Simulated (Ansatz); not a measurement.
## Run report: C3H10O2Si, geometry relaxation

System: C3H10O2Si.
Method: RKS CAM-B3LYP-D4/6-31G (Ansatz 0.2.0).

It belongs to a series of runs on one base structure; here: start relaxed.

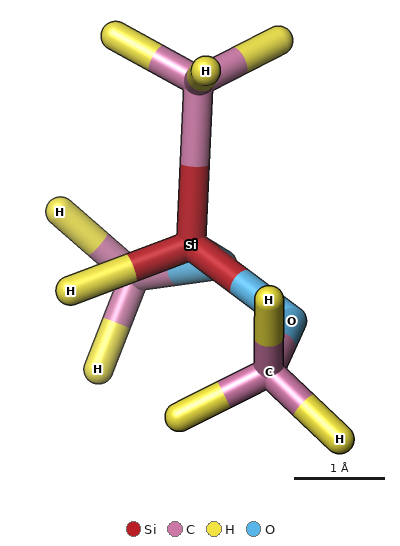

Figure 1. The starting structure (stick view, seen at an oblique angle). Bond lengths as drawn: C–H 1.11 Å, C–O 1.42 Å, C–Si 1.87 Å, H–Si 1.46 Å and O–Si 1.68 Å.

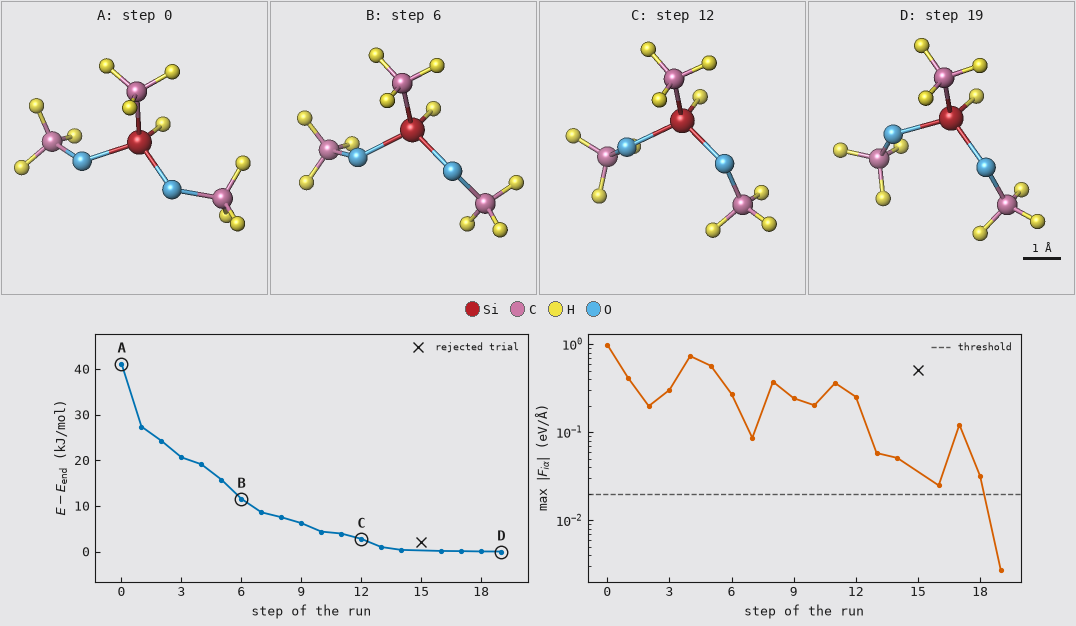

Figure 2. Frames of the relaxation (ball-and-stick view, seen at a tilt) above the curves, on which the letters mark them (the first geometry is step 0 here and step 1 in the log).

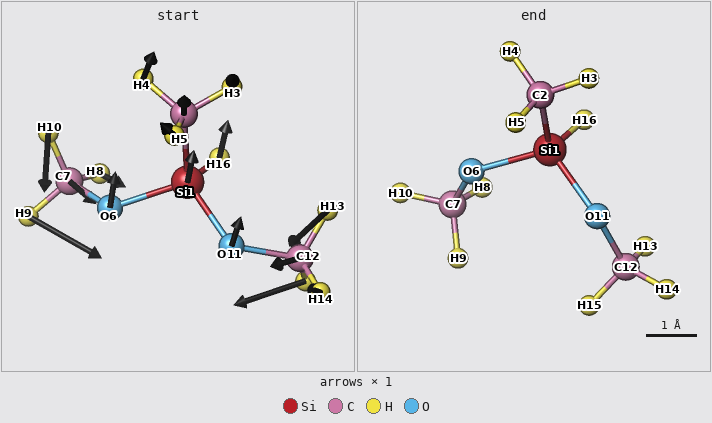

Figure 3. Before (left) and after (right) the relaxation, at one scale (ball-and-stick view, seen at a tilt). The black arrows give the displacements, at true length. The largest move after the best rigid fit is that of H13, 1.78 Å. By element the largest moves are H 1.78 Å, C 0.78 Å, O 0.75 Å, Si 0.71 Å. Distances before and after: Si1–H16 1.459 → 1.511 Å, Si1–O11 1.679 → 1.711 Å, C12–H14 1.110 → 1.091 Å, O11–C12 1.420 → 1.434 Å. Among the angles that change: C2–Si1–H16 109.5° → 116.6°, O6–Si1–O11 109.5° → 113.4°, O6–Si1–H16 109.5° → 106.7°. After 19 geometry steps the energy has fallen by 41.2 kJ/mol. The largest force component goes from 0.98 to 0.0027 eV/Å. The line search rejected the trial step at point 15 (counted from 0) and went back. (Atoms are counted from 1 in the order of the input.)

These pictures come from the run below.

## Input file
```yaml
crystal:
  periodic: [false, false, false]
  atoms:
    - { symbol: Si, position_ang: [0.0, 0.0, 0.0] }
    - { symbol: C, position_ang: [0.0, 0.0, 1.87] }
    - { symbol: H, position_ang: [-0.9996, -0.3092, 2.2405] }
    - { symbol: H, position_ang: [0.7676, -0.7111, 2.2405] }
    - { symbol: H, position_ang: [0.232, 1.0203, 2.2405] }
    - { symbol: O, position_ang: [1.5842, 0.0, -0.5594] }
    - { symbol: C, position_ang: [2.3503, -1.1632, -0.836] }
    - { symbol: H, position_ang: [1.7187, -1.9052, -1.3675] }
    - { symbol: H, position_ang: [3.2179, -0.8926, -1.4733] }
    - { symbol: H, position_ang: [2.7141, -1.6023, 0.1163] }
    - { symbol: O, position_ang: [-0.7913, 1.3709, -0.5594] }
    - { symbol: C, position_ang: [-2.1512, 1.4177, -0.9653] }
    - { symbol: H, position_ang: [-2.7687, 0.8215, -0.2614] }
    - { symbol: H, position_ang: [-2.5023, 2.4707, -0.9639] }
    - { symbol: H, position_ang: [-2.2473, 0.9975, -1.9882] }
    - { symbol: H, position_ang: [-0.6877, -1.1914, -0.4862] }
basis:
  gaussian: { orbitals: "6-31G" }
hamiltonian:
  xc: cam_b3lyp
  dispersion: d4
relax:
  f_tol: 0.02
  max_steps: 40
```

Launched with:
```bash
ansatz run input.yaml --threads 2 --pin off --max-ram 3072MiB --backend cpu --events-out ev --progress --plain --runs-dir out
```

## Log
```
The last accepted step is kept in [file] (removed where the run ends without a failure and the disk answers)
Engine: ansatz 0.2.0, aarch64-unknown-linux-gnu
Functional definition: CAM-B3LYP
  parameter alpha = 0.19
  parameter beta = 0.46
  parameter omega = 0.33/bohr
  parameter ac = 0.81
  exchange = (1 - alpha - beta)*b88_x + beta*b88_x_sr(omega) + alpha*exact_x + beta*exact_x_lr(omega)
  correlation = (1 - ac)*vwn5_c + ac*lyp_c
1093 factors; integrals over basis functions are off by at most 1.7e-4 eV
465 factors; integrals over basis functions are off by at most 3.5e-7 eV
mean field evaluation 1: about -15232.2768 eV, gradient 6.2e1 eV
mean field evaluation 2: about -15229.6041 eV, gradient 7.5e1 eV
mean field evaluation 4: about -15239.9428 eV, gradient 1.8e0 eV
mean field evaluation 8: about -15239.9959 eV, gradient 9.1e-2 eV
mean field evaluation 16: about -15239.9959 eV, gradient 7.5e-6 eV
mean field -15239.99593708 eV, -560.0595206476 hartree, gradient 7.5e-6 eV, S^2 0.000000; 0 other end points of the search recorded, 0 dependent functions left out
the calculation of the forces begins
reference -15239.99605649 eV, -560.0595250357 hartree; 29, 29 occupied and 49, 49 virtual orbitals, 1093 factors
relax step   1: F+E_penalty+E_count = -15240.26550455 eV  Δ(F+E_penalty+E_count) = +0.000e0 eV  max|allowed force component| = 9.792e-1 eV/Å  Δτ_max = 0.0000 Å  (27 SCF iters, accepted)
these checks for a lower state are left out or cut short: starts, cluster_reference, orbital_swaps, neighbouring_geometries, increment
1093 factors; integrals over basis functions are off by at most 1.6e-4 eV
465 factors; integrals over basis functions are off by at most 3.6e-7 eV
mean field -15240.14190653 eV, -560.0648849256 hartree, gradient 1.7e-5 eV, S^2 0.000000; 0 other end points of the search recorded, 0 dependent functions left out
[... from here on the field's lines of each further geometry are left out, up to the last ...]
relax step   2: F+E_penalty+E_count = -15240.40861014 eV  Δ(F+E_penalty+E_count) = -1.431e-1 eV  max|allowed force component| = 4.132e-1 eV/Å  Δτ_max = 0.1314 Å  (29 SCF iters, accepted)
relax step   3: F+E_penalty+E_count = -15240.44096455 eV  Δ(F+E_penalty+E_count) = -3.235e-2 eV  max|allowed force component| = 1.973e-1 eV/Å  Δτ_max = 0.0864 Å  (30 SCF iters, accepted)
relax step   4: F+E_penalty+E_count = -15240.47843068 eV  Δ(F+E_penalty+E_count) = -3.747e-2 eV  max|allowed force component| = 3.013e-1 eV/Å  Δτ_max = 0.2000 Å  (30 SCF iters, accepted)
relax step   5: F+E_penalty+E_count = -15240.49424650 eV  Δ(F+E_penalty+E_count) = -1.582e-2 eV  max|allowed force component| = 7.291e-1 eV/Å  Δτ_max = 0.1957 Å  (28 SCF iters, accepted)
relax step   6: F+E_penalty+E_count = -15240.52897562 eV  Δ(F+E_penalty+E_count) = -3.473e-2 eV  max|allowed force component| = 5.652e-1 eV/Å  Δτ_max = 0.1815 Å  (27 SCF iters, accepted)
relax step   7: F+E_penalty+E_count = -15240.57261907 eV  Δ(F+E_penalty+E_count) = -4.364e-2 eV  max|allowed force component| = 2.703e-1 eV/Å  Δτ_max = 0.2000 Å  (28 SCF iters, accepted)
relax step   8: F+E_penalty+E_count = -15240.60323749 eV  Δ(F+E_penalty+E_count) = -3.062e-2 eV  max|allowed force component| = 8.601e-2 eV/Å  Δτ_max = 0.2000 Å  (28 SCF iters, accepted)
relax step   9: F+E_penalty+E_count = -15240.61439461 eV  Δ(F+E_penalty+E_count) = -1.116e-2 eV  max|allowed force component| = 3.731e-1 eV/Å  Δτ_max = 0.1972 Å  (29 SCF iters, accepted)
relax step  10: F+E_penalty+E_count = -15240.62776565 eV  Δ(F+E_penalty+E_count) = -1.337e-2 eV  max|allowed force component| = 2.422e-1 eV/Å  Δτ_max = 0.1198 Å  (27 SCF iters, accepted)
relax step  11: F+E_penalty+E_count = -15240.64705177 eV  Δ(F+E_penalty+E_count) = -1.929e-2 eV  max|allowed force component| = 2.015e-1 eV/Å  Δτ_max = 0.2000 Å  (28 SCF iters, accepted)
relax step  12: F+E_penalty+E_count = -15240.65144026 eV  Δ(F+E_penalty+E_count) = -4.388e-3 eV  max|allowed force component| = 3.607e-1 eV/Å  Δτ_max = 0.1905 Å  (29 SCF iters, accepted)
relax step  13: F+E_penalty+E_count = -15240.66357192 eV  Δ(F+E_penalty+E_count) = -1.213e-2 eV  max|allowed force component| = 2.513e-1 eV/Å  Δτ_max = 0.0564 Å  (27 SCF iters, accepted)
relax step  14: F+E_penalty+E_count = -15240.68207664 eV  Δ(F+E_penalty+E_count) = -1.850e-2 eV  max|allowed force component| = 5.792e-2 eV/Å  Δτ_max = 0.2000 Å  (29 SCF iters, accepted)
relax step  15: F+E_penalty+E_count = -15240.68861205 eV  Δ(F+E_penalty+E_count) = -6.535e-3 eV  max|allowed force component| = 5.096e-2 eV/Å  Δτ_max = 0.1042 Å  (28 SCF iters, accepted)
relax step  16: F+E_penalty+E_count = -15240.67178665 eV  Δ(F+E_penalty+E_count) = +1.683e-2 eV  max|allowed force component| = 5.114e-1 eV/Å  Δτ_max = 0.1955 Å  (29 SCF iters, rejected (line search))
relax step  17: F+E_penalty+E_count = -15240.69102021 eV  Δ(F+E_penalty+E_count) = -2.408e-3 eV  max|allowed force component| = 2.484e-2 eV/Å  Δτ_max = 0.0694 Å  (30 SCF iters, accepted)
relax step  18: F+E_penalty+E_count = -15240.69141390 eV  Δ(F+E_penalty+E_count) = -3.937e-4 eV  max|allowed force component| = 1.214e-1 eV/Å  Δτ_max = 0.0925 Å  (29 SCF iters, accepted)
relax step  19: F+E_penalty+E_count = -15240.69212445 eV  Δ(F+E_penalty+E_count) = -7.105e-4 eV  max|allowed force component| = 3.173e-2 eV/Å  Δτ_max = 0.0150 Å  (32 SCF iters, accepted)
the calculation of the forces begins
reference -15240.42019241 eV, -560.0751117433 hartree; 29, 29 occupied and 49, 49 virtual orbitals, 1093 factors
relax step  20: F+E_penalty+E_count = -15240.69227869 eV  Δ(F+E_penalty+E_count) = -1.542e-4 eV  max|allowed force component| = 2.704e-3 eV/Å  Δτ_max = 0.0080 Å  (24 SCF iters, accepted)
1093 factors; integrals over basis functions are off by at most 1.6e-4 eV
465 factors; integrals over basis functions are off by at most 3.5e-7 eV
mean field evaluation 160: about -15240.4201 eV, gradient 2.0e-3 eV
mean field -15240.42007291 eV, -560.0751073517 hartree, gradient 1.7e-5 eV, S^2 0.000000; 1 other end points of the search recorded, 0 dependent functions left out
the calculation of the forces begins
reference -15240.42019241 eV, -560.0751117433 hartree; 29, 29 occupied and 49, 49 virtual orbitals, 1093 factors
Total energy: -15240.69239819 eV, -560.0851151213 hartree
Atom 0 at    -0.162082    -0.254570     0.640041 Å, force    -0.000727    -0.002704     0.000878 eV/Å
Atom 1 at     0.009153     0.088557     2.465413 Å, force     0.000734     0.001230    -0.000317 eV/Å
Atom 2 at    -0.971688     0.201926     2.932003 Å, force    -0.000992     0.000772     0.001388 eV/Å
Atom 3 at     0.550528    -0.719487     2.961976 Å, force    -0.000539    -0.000721     0.000681 eV/Å
Atom 4 at     0.567756     1.016394     2.607839 Å, force     0.000332    -0.000746    -0.000307 eV/Å
Atom 5 at     1.420972    -0.441475     0.019683 Å, force     0.000345    -0.000249     0.000564 eV/Å
Atom 6 at     1.804861    -0.912100    -1.278840 Å, force     0.001883    -0.000305    -0.001003 eV/Å
Atom 7 at     1.158094    -1.730588    -1.622707 Å, force     0.000311    -0.000369    -0.001900 eV/Å
Atom 8 at     1.768815    -0.100503    -2.013383 Å, force    -0.001190     0.000525     0.000006 eV/Å
Atom 9 at     2.829515    -1.279410    -1.211700 Å, force     0.000174     0.000132     0.000254 eV/Å
Atom 10 at    -1.003858     1.072362    -0.035650 Å, force     0.000664    -0.000353     0.000369 eV/Å
Atom 11 at    -1.540814     1.188657    -1.359763 Å, force    -0.001707     0.001185    -0.000095 eV/Å
Atom 12 at    -1.988167     0.245566    -1.701678 Å, force     0.000214     0.000334    -0.001612 eV/Å
Atom 13 at    -2.314511     1.956947    -1.339753 Å, force    -0.000135    -0.000325    -0.000692 eV/Å
Atom 14 at    -0.763526     1.489484    -2.070389 Å, force     0.000043    -0.000423     0.000066 eV/Å
Atom 15 at    -0.928346    -1.498160     0.254108 Å, force     0.000589     0.002017     0.001720 eV/Å
Dipole moment:    -0.150786    -0.257039    -0.335182 e Å
```

## Trajectory as extended XYZ (Å, eV, eV/Å), 7 of the 20 frames kept, from step=1 to step=20
```
16
Properties=species:S:1:pos:R:3:forces:R:3 step=1 energy=-15240.26550
Si    0.0000    0.0000    0.0000    0.1787   0.1935   0.9792
C     0.0000    0.0000    1.8700    0.0101   0.0705   0.4514
H    -0.9996   -0.3092    2.2405    0.5336   0.1876  -0.0091
H     0.7676   -0.7111    2.2405   -0.4366   0.3733  -0.0171
H     0.2320    1.0203    2.2405   -0.1033  -0.5970  -0.0699
O     1.5842    0.0000   -0.5594    0.4991   0.4629  -0.3554
C     2.3503   -1.1632   -0.8360    0.3510  -0.5010  -0.1437
H     1.7187   -1.9052   -1.3675    0.4411   0.0661   0.1479
H     3.2179   -0.8926   -1.4733   -0.5391  -0.1229   0.3985
H     2.7141   -1.6023    0.1163   -0.0048   0.0192  -0.4938
O    -0.7913    1.3709   -0.5594    0.1419   0.7465  -0.1319
C    -2.1512    1.4177   -0.9653   -0.6362  -0.0444  -0.2856
H    -2.7687    0.8215   -0.2614   -0.0920   0.3398  -0.4152
H    -2.5023    2.4707   -0.9639    0.2625  -0.6337   0.0174
H    -2.2473    0.9975   -1.9882   -0.1815   0.2253   0.4192
H    -0.6877   -1.1914   -0.4862   -0.4244  -0.7857  -0.4919
16
Properties=species:S:1:pos:R:3:forces:R:3 step=4 energy=-15240.47843
Si   -0.0519   -0.0447    0.1699    0.0170  -0.0306  -0.0400
C     0.0374   -0.0131    2.0430    0.0010  -0.0151   0.0546
H    -0.9534   -0.1563    2.4861    0.0380   0.0298  -0.0423
H     0.7032   -0.7921    2.4257   -0.0020   0.0208  -0.0156
H     0.4196    0.9591    2.3643    0.0089  -0.0121   0.0247
O     1.5230   -0.0113   -0.4983   -0.0081  -0.0609   0.0012
C     2.3138   -1.1268   -0.9342   -0.0217   0.0424   0.0019
H     1.7113   -1.8717   -1.4704   -0.0149   0.0144   0.0022
H     3.0835   -0.7465   -1.6063   -0.0128   0.0103  -0.0090
H     2.8034   -1.6179   -0.0849   -0.0170   0.0179  -0.0072
O    -0.9033    1.3485   -0.3285   -0.3013  -0.0492  -0.0445
C    -2.1307    1.3931   -1.0866    0.1438  -0.0390   0.0301
H    -2.9359    0.8326   -0.5898    0.1036   0.0378  -0.0418
H    -2.4300    2.4386   -1.1556    0.0285   0.0138  -0.0012
H    -1.9966    0.9964   -2.1004    0.0272   0.0036   0.0564
H    -0.7567   -1.2643   -0.3867    0.0096   0.0160   0.0305
16
Properties=species:S:1:pos:R:3:forces:R:3 step=7 energy=-15240.57262
Si   -0.1272   -0.1090    0.3457    0.0145   0.1500   0.2611
C     0.0876    0.0092    2.1996    0.0099  -0.0960   0.0388
H    -0.8819   -0.0725    2.6964   -0.0009   0.0026   0.0245
H     0.7352   -0.7966    2.5545    0.0157   0.0102   0.0726
H     0.5372    0.9648    2.4797   -0.0066  -0.0100  -0.0713
O     1.3925    0.0094   -0.4299   -0.0476  -0.0240  -0.0512
C     2.1438   -1.0402   -1.0477    0.0504  -0.0827  -0.0572
H     1.4944   -1.7686   -1.5528    0.0079   0.0195   0.0104
H     2.8101   -0.5924   -1.7859   -0.0122   0.0119  -0.0037
H     2.7508   -1.5722   -0.3053   -0.0149   0.0279  -0.0270
O    -1.1316    1.2073   -0.0598   -0.0043  -0.0867  -0.1086
C    -1.9767    1.3377   -1.2098   -0.2703   0.0097  -0.1194
H    -2.8594    0.6876   -1.1138    0.1056   0.0643  -0.0296
H    -2.3179    2.3748   -1.2615    0.0763  -0.0756   0.0309
H    -1.4640    1.0904   -2.1475    0.0666   0.0320   0.0720
H    -0.7561   -1.4063   -0.1148    0.0101   0.0471  -0.0423
16
Properties=species:S:1:pos:R:3:forces:R:3 step=11 energy=-15240.64705
Si   -0.1673   -0.1948    0.5265    0.0600   0.1106  -0.0186
C     0.0553    0.0542    2.3648   -0.0111  -0.0067   0.0233
H    -0.9074    0.0096    2.8804    0.0188   0.0026  -0.0144
H     0.7189   -0.7069    2.7839   -0.0159   0.0130  -0.0077
H     0.4973    1.0362    2.5486   -0.0007   0.0001  -0.0046
O     1.3482   -0.0622   -0.2622    0.0266  -0.2015  -0.1095
C     1.9473   -0.9777   -1.1972    0.0514   0.0527   0.0815
H     1.2237   -1.7102   -1.5815    0.0111   0.0205   0.0320
H     2.3538   -0.4112   -2.0409   -0.0419  -0.0104   0.0949
H     2.7663   -1.5189   -0.7050   -0.1028   0.0819  -0.0870
O    -1.2309    1.0417    0.0197   -0.0037  -0.0493  -0.0184
C    -1.7510    1.2696   -1.2987   -0.0783   0.0860   0.0575
H    -2.4258    0.4608   -1.6031    0.0172  -0.0303  -0.0113
H    -2.3151    2.2039   -1.2689    0.0216  -0.0468   0.0004
H    -0.9509    1.3666   -2.0384    0.0605  -0.0051  -0.0129
H    -0.7255   -1.5371    0.1192   -0.0129  -0.0172  -0.0051
16
Properties=species:S:1:pos:R:3:forces:R:3 step=14 energy=-15240.68208
Si   -0.1697   -0.2354    0.6061    0.0268  -0.0179   0.0579
C     0.0224    0.0834    2.4356   -0.0029  -0.0105  -0.0038
H    -0.9529    0.1102    2.9266    0.0029   0.0064   0.0023
H     0.6370   -0.6893    2.9033   -0.0095   0.0036  -0.0088
H     0.5099    1.0496    2.5858   -0.0037  -0.0048  -0.0062
O     1.3935   -0.2686   -0.0826    0.0045  -0.0258   0.0165
C     1.8486   -0.9382   -1.2642    0.0158   0.0242   0.0076
H     1.1428   -1.7100   -1.5991   -0.0085  -0.0011  -0.0043
H     1.9940   -0.2144   -2.0714   -0.0150  -0.0077  -0.0103
H     2.8060   -1.4139   -1.0418    0.0010   0.0064  -0.0115
O    -1.1425    1.0367    0.0093    0.0004  -0.0083  -0.0164
C    -1.6100    1.2185   -1.3338   -0.0122   0.0372  -0.0009
H    -2.1244    0.3238   -1.7072    0.0087  -0.0142  -0.0033
H    -2.3133    2.0513   -1.3269   -0.0094  -0.0038  -0.0029
H    -0.7828    1.4622   -2.0091    0.0059  -0.0014  -0.0169
H    -0.8217   -1.5424    0.2165   -0.0048   0.0176   0.0010
16
Properties=species:S:1:pos:R:3:forces:R:3 step=17 energy=-15240.69102
Si   -0.1610   -0.2466    0.6264    0.0028   0.0082   0.0248
C     0.0113    0.0867    2.4546   -0.0015  -0.0003  -0.0094
H    -0.9689    0.1605    2.9306    0.0003   0.0005  -0.0034
H     0.5864   -0.7050    2.9395   -0.0034  -0.0008  -0.0009
H     0.5365    1.0334    2.6007    0.0012  -0.0018  -0.0018
O     1.4218   -0.3961   -0.0028   -0.0011  -0.0047   0.0015
C     1.8259   -0.9263   -1.2714   -0.0010   0.0033   0.0023
H     1.1586   -1.7308   -1.6093   -0.0008  -0.0007  -0.0003
H     1.8430   -0.1385   -2.0315   -0.0030   0.0019  -0.0015
H     2.8331   -1.3302   -1.1605    0.0021   0.0031  -0.0064
O    -1.0381    1.0686   -0.0262    0.0057  -0.0008  -0.0006
C    -1.5689    1.2030   -1.3510    0.0038   0.0007   0.0022
H    -2.0421    0.2737   -1.6952    0.0030  -0.0030  -0.0002
H    -2.3208    1.9925   -1.3286    0.0001  -0.0022  -0.0027
H    -0.7830    1.4839   -2.0604   -0.0017   0.0028  -0.0040
H    -0.8971   -1.5052    0.2324   -0.0064  -0.0062   0.0003
16
Properties=species:S:1:pos:R:3:forces:R:3 step=20 energy=-15240.69228
Si   -0.1621   -0.2546    0.6400   -0.0007  -0.0027   0.0009
C     0.0092    0.0886    2.4654    0.0007   0.0012  -0.0003
H    -0.9717    0.2019    2.9320   -0.0010   0.0008   0.0014
H     0.5505   -0.7195    2.9620   -0.0005  -0.0007   0.0007
H     0.5678    1.0164    2.6078    0.0003  -0.0007  -0.0003
O     1.4210   -0.4415    0.0197    0.0003  -0.0002   0.0006
C     1.8049   -0.9121   -1.2788    0.0019  -0.0003  -0.0010
H     1.1581   -1.7306   -1.6227    0.0003  -0.0004  -0.0019
H     1.7688   -0.1005   -2.0134   -0.0012   0.0005   0.0000
H     2.8295   -1.2794   -1.2117    0.0002   0.0001   0.0003
O    -1.0039    1.0724   -0.0357    0.0007  -0.0004   0.0004
C    -1.5408    1.1887   -1.3598   -0.0017   0.0012  -0.0001
H    -1.9882    0.2456   -1.7017    0.0002   0.0003  -0.0016
H    -2.3145    1.9569   -1.3398   -0.0001  -0.0003  -0.0007
H    -0.7635    1.4895   -2.0704    0.0000  -0.0004   0.0001
H    -0.9283   -1.4982    0.2541    0.0006   0.0020   0.0017
```

## Results in brief

- outcome: converged
- total energy: −15240.6924 eV
- mean-field energy: −15240.4202 eV
- largest force (length of the vector) at the end: 0.003 eV/Å
- hardware: 2 threads of Arm Neoverse V1, 24 GiB of memory available, shared host
- wall time: 80 s (CPU time 2.5 min)
- peak memory: 0.23 GiB
